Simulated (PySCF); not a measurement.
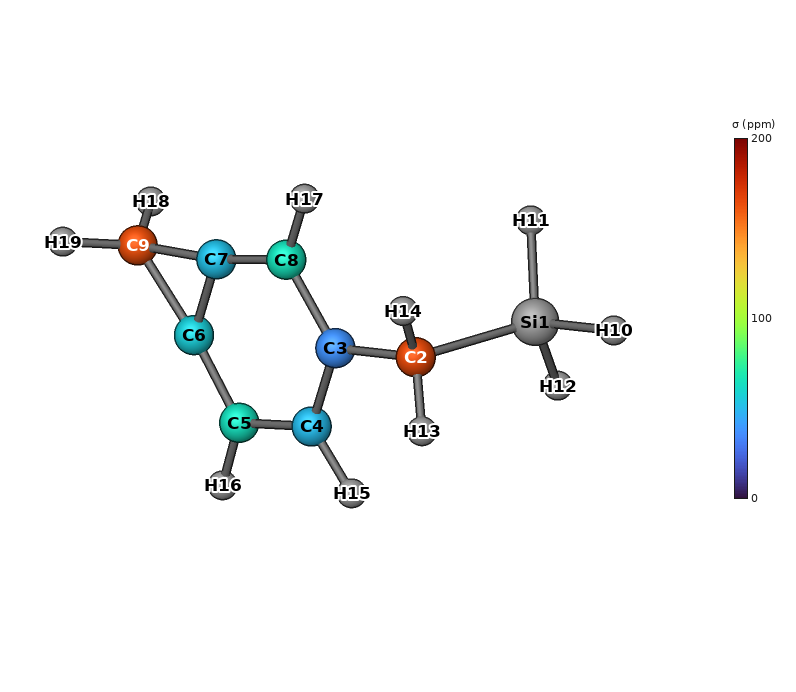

Atoms are coloured by their isotropic NMR shieldings (C only, the others grey). The computed structure is the end point of a PBE0-D3(BJ)/def2-SVP optimisation. No frequency run is at hand to confirm it as a minimum. Level of theory: GIAO PBE0/pcSseg-1 NMR shielding, non-relativistic, gas phase (PySCF 2.14.0).

### Which C atom is the most shielded (lowest chemical shift)?

C2 (164.3 ppm).

### Which C atom is the least shielded (highest chemical shift)?

C3 (38.0 ppm).

### How wide is the range of C shifts?

126.3 ppm.

List the isotropic NMR shieldings of the C atoms.

```
atom  σ (ppm)
  C2    164.3
  C3     38.0
  C4     50.6
  C5     64.5
  C6     56.4
  C7     51.9
  C8     65.6
  C9    162.6
```
